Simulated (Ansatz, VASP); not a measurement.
## Cross-check of BN (BN(110)) between VASP and Ansatz

Wanted: the spread between two codes on one cell, functional and k mesh. Of the first pair: The structure shown is the end of the VASP relaxation below. Valence electrons are named where the data sets of a main pair hold unlike numbers.

Program: Ansatz 0.2.0. Level of theory: plane waves, with VASP 6.6.1 beside it; single point at PBE and band structure at PBE. Results are calculated unless marked as measured.

**1. The starting structure**

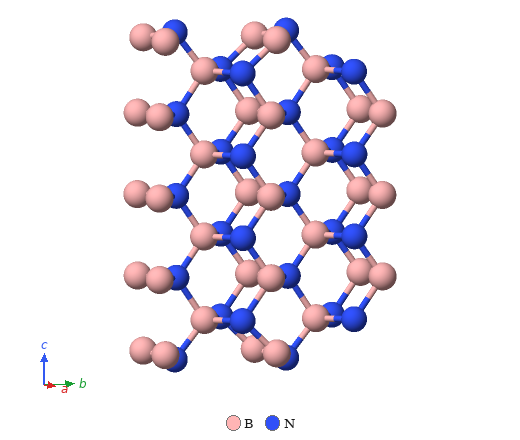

The cell as given, from the side, with the c axis up (boron pink, nitrogen blue). 1×2×1 cells are drawn. Some periodic images of atoms are drawn too.

The cell holds 18 atoms: 9 B and 9 N. Cell: a = 2.564 Å, b = 3.625 Å, c = 26.254 Å, α = 90.0°, β = 90.0°, γ = 90.0°. It derives from BN. As first built, before any earlier steps moved the atoms (in the runner's words): 9 layers, cut at this functional's lattice. Vacuum lies along c.

As a file:

```xyz
18
Lattice="2.5636 0.0000 0.0000 0.0000 3.6254 0.0000 0.0000 0.0000 26.2542" Properties=species:S:1:pos:R:3
B     0.0000    0.1754    8.2110
B     1.2818    1.8086    9.2187
B     0.0000    3.6168   10.5720
B     1.2818    1.7938   11.8395
B     0.0000    3.6084   13.1271
B     1.2818    1.7938   14.4147
B     0.0000    3.6168   15.6822
B     1.2818    1.8086   17.0355
B     0.0000    0.1754   18.0433
N     0.0000    2.6888    9.2434
N     1.2818    0.8403    7.9940
N     0.0000    2.7006   11.8406
N     1.2818    0.8947   10.5603
N     0.0000    2.7006   14.4136
N     1.2818    0.8888   13.1271
N     0.0000    2.6888   17.0109
N     1.2818    0.8947   15.6939
N     1.2818    0.8403   18.2602
```

**2. VASP: relaxation, PBE**

This run makes the geometry at which the two programs are then compared.

Lines of VASP's logs that name or quote its potential files are left out, and so is its time.

The input, INCAR:

```
SYSTEM = BN
PREC = Normal
ENCUT = 440
EDIFF = 1E-05
NELM = 120
ISMEAR = 0
SIGMA = 0.03
LREAL = Auto
ALGO = Fast
GGA = PE
NBANDS = 54
LORBIT = 11
LWAVE = .FALSE.
LCHARG = .FALSE.
KPAR = 4
IBRION = 2
NSW = 60
ISIF = 2
EDIFFG = -0.03
POTIM = 0.4
MAXMIX = 40
IDIPOL = 3
LDIPOL = .TRUE.
DIPOL = 0.5 0.5 0.5
```

The input, POSCAR:

```
BN
1.0
    2.5635602994      0.0000000000      0.0000000000
    0.0000000000      3.6254217434      0.0000000000
    0.0000000000      0.0000000000     26.2542411977
B N
9 9
Direct
    0.0000000000      0.0000000000      0.3047126700
    0.5000000000      0.5000000000      0.3535345000
    0.0000000000      0.0000000000      0.4023563400
    0.5000000000      0.5000000000      0.4511781700
    0.0000000000      0.0000000000      0.5000000000
    0.5000000000      0.5000000000      0.5488218300
    0.0000000000      0.0000000000      0.5976436600
    0.5000000000      0.5000000000      0.6464655000
    0.0000000000      0.0000000000      0.6952873300
    0.0000000000      0.7500000000      0.3535345000
    0.5000000000      0.2500000000      0.3047126700
    0.0000000000      0.7500000000      0.4511781700
    0.5000000000      0.2500000000      0.4023563400
    0.0000000000      0.7500000000      0.5488218300
    0.5000000000      0.2500000000      0.5000000000
    0.0000000000      0.7500000000      0.6464655000
    0.5000000000      0.2500000000      0.5976436600
    0.5000000000      0.2500000000      0.6952873300
```

The input, KPOINTS:

```
Automatic mesh
0
Gamma
9 7 1
0 0 0
```

PAW data sets: B and N (PBE family, release 64).

On the command line:

```bash
$ mpirun -np 4 vasp_std
```

Numbers of over 12 decimals in the logs are rounded to 6 here.

The program printed:

```text
[banner, memory and clock lines left out]
running    4 mpi-ranks, on    1 nodes
 distrk:  each k-point on    1 cores,    4 groups
 distr:  one band on    1 cores,    1 groups

 POSCAR found type information on POSCAR B N
 POSCAR found :  2 types and      18 ions
 LDA part: xc-table for (Slater+PW92), standard interpolation
 POSCAR, INCAR and KPOINTS ok, starting setup
 FFT: planning ... GRIDC
 FFT: planning ... GRID_SOFT
 FFT: planning ... GRID
 WAVECAR not read
 entering main loop
       N       E                     dE             d eps       ncg     rms          rms(c)
DAV:   1     0.440531981290E+03    0.44053E+03   -0.31831E+04  2168   0.104E+03
DAV:   2    -0.115815787231E+03   -0.55635E+03   -0.53060E+03  2870   0.279E+02
DAV:   3    -0.161061559461E+03   -0.45246E+02   -0.44841E+02  2640   0.830E+01
DAV:   4    -0.162353803135E+03   -0.12922E+01   -0.12899E+01  3120   0.150E+01
DAV:   5    -0.162383238790E+03   -0.29436E-01   -0.29422E-01  2872   0.203E+00    0.208E+01
RMM:   6    -0.152230942938E+03    0.10152E+02   -0.24632E+01  2167   0.170E+01    0.952E+00
RMM:   7    -0.151967354805E+03    0.26359E+00   -0.61600E+00  2170   0.890E+00    0.593E+00
RMM:   8    -0.151856139126E+03    0.11122E+00   -0.15494E+00  2167   0.464E+00    0.204E+00
RMM:   9    -0.151703373514E+03    0.15277E+00   -0.22801E-01  2187   0.200E+00    0.539E-01
RMM:  10    -0.151705242189E+03   -0.18687E-02   -0.11034E-01  2198   0.109E+00    0.260E-01
RMM:  11    -0.151704976539E+03    0.26565E-03   -0.10265E-02  2163   0.432E-01    0.682E-02
RMM:  12    -0.151705649215E+03   -0.67268E-03   -0.69001E-03  2269   0.248E-01    0.123E-01
RMM:  13    -0.151706073709E+03   -0.42449E-03   -0.36319E-03  2168   0.219E-01    0.726E-02
RMM:  14    -0.151706419819E+03   -0.34611E-03   -0.75308E-04  2217   0.887E-02    0.666E-02
RMM:  15    -0.151706662398E+03   -0.24258E-03   -0.21555E-04  2168   0.467E-02    0.297E-02
RMM:  16    -0.151706840461E+03   -0.17806E-03   -0.12676E-04  2075   0.325E-02    0.880E-03
RMM:  17    -0.151706919959E+03   -0.79497E-04   -0.12584E-04  2133   0.348E-02    0.182E-02
RMM:  18    -0.151706973846E+03   -0.53887E-04   -0.25118E-05  1552   0.193E-02    0.373E-03
RMM:  19    -0.151706999673E+03   -0.25827E-04   -0.89644E-06  1467   0.101E-02    0.266E-03
RMM:  20    -0.151707044849E+03   -0.45175E-04   -0.34133E-06  1381   0.527E-03    0.120E-03
RMM:  21    -0.151707060510E+03   -0.15662E-04   -0.22858E-06  1298   0.407E-03    0.274E-03
RMM:  22    -0.151707070246E+03   -0.97354E-05   -0.66223E-07   886   0.269E-03
   1 F= -.15170707E+03 E0= -.15170707E+03  d E =-.151707E+03
[... from here on, the cycles between the ionic steps are left out ...]
   2 F= -.15346845E+03 E0= -.15346845E+03  d E =-.176138E+01
   6 F= -.15382727E+03 E0= -.15382727E+03  d E =-.267031E-01
   7 F= -.15383058E+03 E0= -.15383058E+03  d E =-.300133E-01
   8 F= -.15383917E+03 E0= -.15383917E+03  d E =-.859432E-02
   9 F= -.15383921E+03 E0= -.15383921E+03  d E =-.863414E-02
  10 F= -.15384236E+03 E0= -.15384236E+03  d E =-.314364E-02
  11 F= -.15384237E+03 E0= -.15384237E+03  d E =-.315155E-02
  12 F= -.15384497E+03 E0= -.15384497E+03  d E =-.260728E-02
  13 F= -.15384546E+03 E0= -.15384546E+03  d E =-.309173E-02
  14 F= -.15384734E+03 E0= -.15384734E+03  d E =-.188632E-02
  15 F= -.15384741E+03 E0= -.15384741E+03  d E =-.195443E-02
  16 F= -.15384821E+03 E0= -.15384821E+03  d E =-.795772E-03
 trial-energy change:   -0.000796  1 .order   -0.000744   -0.001705    0.000216
 step:   1.0295(harm=  1.0133)  dis= 0.00487  next Energy=  -153.848218 (dE=-0.806E-03)
 bond charge predicted
       N       E                     dE             d eps       ncg     rms          rms(c)
DAV:   1    -0.153848211916E+03   -0.68716E-06   -0.31480E-03  2552   0.251E-01    0.135E-02
RMM:   2    -0.153848214785E+03   -0.28686E-05   -0.45284E-05  1880   0.306E-02
  17 F= -.15384821E+03 E0= -.15384821E+03  d E =-.802663E-03
 curvature:  -1.04 expect dE=-0.261E-03 dE for cont linesearch -0.721E-06
 trial: gam= 0.15210 g(F)=  0.250E-03 g(S)=  0.000E+00 ort = 0.465E-04 (trialstep = 0.112E+01)
 search vector abs. value=  0.336E-03
 reached required accuracy - stopping structural energy minimisation
```

From OUTCAR (step 2):

```text
ion  position               nearest neighbor table
   1  0.000  0.000  0.305-  10 1.57  11 1.57  11 1.57
   2  0.500  0.500  0.354-  11 1.57  10 1.57  10 1.57  13 1.57
   3  0.000  0.000  0.402-  12 1.57  13 1.57  13 1.57  10 1.57
   4  0.500  0.500  0.451-  13 1.57  15 1.57  12 1.57  12 1.57
   5  0.000  0.000  0.500-  12 1.57  14 1.57  15 1.57  15 1.57
   6  0.500  0.500  0.549-  15 1.57  17 1.57  14 1.57  14 1.57
   7  0.000  0.000  0.598-  14 1.57  17 1.57  17 1.57  16 1.57
   8  0.500  0.500  0.646-  18 1.57  16 1.57  16 1.57  17 1.57
   9  0.000  0.000  0.695-  16 1.57  18 1.57  18 1.57
  10  0.000  0.750  0.354-   1 1.57   2 1.57   2 1.57   3 1.57
  11  0.500  0.250  0.305-   2 1.57   1 1.57   1 1.57
  12  0.000  0.750  0.451-   3 1.57   5 1.57   4 1.57   4 1.57
  13  0.500  0.250  0.402-   4 1.57   3 1.57   3 1.57   2 1.57
  14  0.000  0.750  0.549-   5 1.57   7 1.57   6 1.57   6 1.57
  15  0.500  0.250  0.500-   4 1.57   6 1.57   5 1.57   5 1.57
  16  0.000  0.750  0.646-   9 1.57   8 1.57   8 1.57   7 1.57
  17  0.500  0.250  0.598-   6 1.57   7 1.57   7 1.57   8 1.57
  18  0.500  0.250  0.695-   8 1.57   9 1.57   9 1.57

  LATTYP: Found a simple orthorhombic cell.
 ALAT       =     2.5635602994
 B/A-ratio  =     1.4142135624
 C/A-ratio  =    10.2413199346

 Subroutine GETGRP returns: Found  4 space group operations
 (whereof  4 operations were pure point group operations)

The static configuration has the point symmetry C_2v.

 Found     20 irreducible k-points:

   k-points           NKPTS =     20   k-points in BZ     NKDIM =     20   number of bands    NBANDS=     54

   dimension x,y,z NGX =    14 NGY =   20 NGZ =  140
   dimension x,y,z NGXF=    28 NGYF=   40 NGZF=  280

   ENCUT  =  440.0 eV  32.34 Ry    5.69 a.u.   4.38  6.20 44.90*2*pi/ulx,y,z

   NELECT =      72.0000    total number of electrons

 k-points in reciprocal lattice and weights: Automatic mesh
   0.00000000  0.00000000  0.00000000       0.016
   0.11111111  0.00000000  0.00000000       0.032
   0.22222222  0.00000000  0.00000000       0.032
   0.33333333  0.00000000  0.00000000       0.032
   0.44444444  0.00000000  0.00000000       0.032
   0.00000000  0.14285714  0.00000000       0.032
   0.11111111  0.14285714  0.00000000       0.063
   0.22222222  0.14285714  0.00000000       0.063
   0.33333333  0.14285714  0.00000000       0.063
[...]
0.33333333  0.42857143  0.00000000       0.063
   0.44444444  0.42857143  0.00000000       0.063

 dipolmoment           0.000000      0.000000      0.000000 electrons x Angstroem

 average (electrostatic) potential at core
       1 -32.7496       2 -32.6716       3 -32.8166       4 -32.6621       5 -32.7199
       6 -32.6621       7 -32.8166       8 -32.6716       9 -32.7496      10 -68.6756
      11 -67.3771      12 -68.6367      13 -68.4946      14 -68.6367      15 -68.5854
      16 -68.6756      17 -68.4946      18 -67.3771

 E-fermi :  -0.3056

 k-point     1 :       0.0000    0.0000    0.0000
  band No.  band energies     occupation
    ...
     32      -1.6858      2.00000
     33      -1.2079      2.00000
     34      -0.9010      2.00000
     35      -0.5601      2.00000
     36      -0.4389      2.00000
     37       3.9729      0.00000
     38       4.6715      0.00000
     39       5.0184      0.00000
     40       5.3340      0.00000
     41       5.9202      0.00000
    ...

 k-point     2 :       0.1111    0.0000    0.0000
  band No.  band energies     occupation
    ...
     32      -2.0345      2.00000
     33      -1.8395      2.00000
     34      -1.7778      2.00000
     35      -0.7052      2.00000
     36      -0.6790      2.00000
     37       4.4586      0.00000
     38       4.8006      0.00000
     39       5.3240      0.00000
     40       5.8352      0.00000
     41       6.2598      0.00000
    ...

 k-point     3 :       0.2222    0.0000    0.0000
  band No.  band energies     occupation
    ...
     32      -3.3387      2.00000
     33      -2.8253      2.00000
     34      -2.0907      2.00000
     35      -1.1774      2.00000
     36      -1.0087      2.00000
     37       4.3381      0.00000
     38       4.4577      0.00000
     39       6.1831      0.00000
     40       6.3020      0.00000
     41       6.4105      0.00000
    ...

  Total       -4.0000690      0.8762146     -2.1266415      0.0000000      0.0000000      0.0000000
  in kB      -26.2649469      5.7533329    -13.9637907      0.0000000      0.0000000      0.0000000
  external PRESSURE =     -11.4918015 kB  Pullay stress =       0.0000000 kB

  energy-cutoff  :      440.00
  volume of cell :      244.01
      direct lattice vectors                 reciprocal lattice vectors
     2.563560299  0.000000000  0.000000000     0.390082496  0.000000000  0.000000000
     0.000000000  3.625421743  0.000000000     0.000000000  0.275829978  0.000000000
     0.000000000  0.000000000 26.254241198     0.000000000  0.000000000  0.038089084

 POSITION                                       TOTAL-FORCE (eV/Angst)
 -----------------------------------------------------------------------------------
      0.00000      0.17537      8.21099        -0.000000     -0.021608      0.016500
      1.28178      1.80856      9.21872        -0.000000     -0.000811      0.009068
      0.00000      3.61683     10.57203        -0.000000      0.011712     -0.018665
      1.28178      1.79380     11.83952        -0.000000      0.007058      0.012706
      0.00000      3.60844     13.12712        -0.000000      0.023919     -0.000000
      1.28178      1.79380     14.41472        -0.000000      0.007058     -0.012706
      0.00000      3.61683     15.68221         0.000000      0.011712      0.018665
      1.28178      1.80856     17.03552        -0.000000     -0.000811     -0.009068
      0.00000      0.17537     18.04325        -0.000000     -0.021608     -0.016500
      0.00000      2.68879      9.24339        -0.000000      0.002578      0.006289
      1.28178      0.84032      7.99403        -0.000000     -0.011314      0.018614
      0.00000      2.70060     11.84065        -0.000000     -0.000673      0.018453
      1.28178      0.89466     10.56035         0.000000     -0.008018      0.018323
      0.00000      2.70060     14.41360        -0.000000     -0.000673     -0.018453
      1.28178      0.88883     13.12712        -0.000000      0.018236     -0.000000
      0.00000      2.68879     17.01085        -0.000000      0.002578     -0.006289
      1.28178      0.89466     15.69389         0.000000     -0.008018     -0.018323
      1.28178      0.84032     18.26021        -0.000000     -0.011314     -0.018614
 -----------------------------------------------------------------------------------
    total drift:                                0.000000     -0.012062     -0.000021

  FREE ENERGIE OF THE ION-ELECTRON SYSTEM (eV)
  ---------------------------------------------------
  free  energy   TOTEN  =      -153.8482147848 eV

  energy  without entropy=     -153.8482147848  energy(sigma->0) =     -153.84821478

 reached required accuracy - stopping structural energy minimisation

 vacuum level on the upper side and lower side of the slab         5.846         5.846

 total charge
# of ion       s       p       d       tot
------------------------------------------
    1        0.733   1.315   0.000   2.048
    2        0.669   1.322   0.000   1.991
    3        0.671   1.326   0.000   1.996
    4        0.675   1.349   0.000   2.024
    5        0.674   1.343   0.000   2.016
    6        0.675   1.349   0.000   2.024
    7        0.671   1.326   0.000   1.996
    8        0.669   1.322   0.000   1.991
    9        0.733   1.315   0.000   2.048
   10        1.225   2.734   0.000   3.959
   11        1.231   2.708   0.000   3.939
   12        1.219   2.734   0.000   3.953
   13        1.220   2.722   0.000   3.942
   14        1.219   2.734   0.000   3.953
   15        1.219   2.733   0.000   3.952
   16        1.225   2.734   0.000   3.959
   17        1.220   2.722   0.000   3.942
   18        1.231   2.708   0.000   3.939
--------------------------------------------------
tot         17.178  36.495   0.000  53.673

[... 3 further parts left out ...]
```

The gap is read on the k-mesh alone, so it is an upper bound where the band edges lie off the mesh. The run keeps the 4 symmetry operations of its start, so it cannot find a distortion of lower symmetry.

[end of part 1 of 3]

[Lines on the potential files, build, host, timing and source positions are cut from VASP's logs without a mark.]

[Logs are printed without paths, hosts, clocks, repeated set-up lines and the standing remarks that a program may print on its own settings, such as how far it seeks lower states.]

[Hosts, paths, dates, database ids (printed as entryN), source tags and the programs' standing remarks are cut or masked in the printed files.]
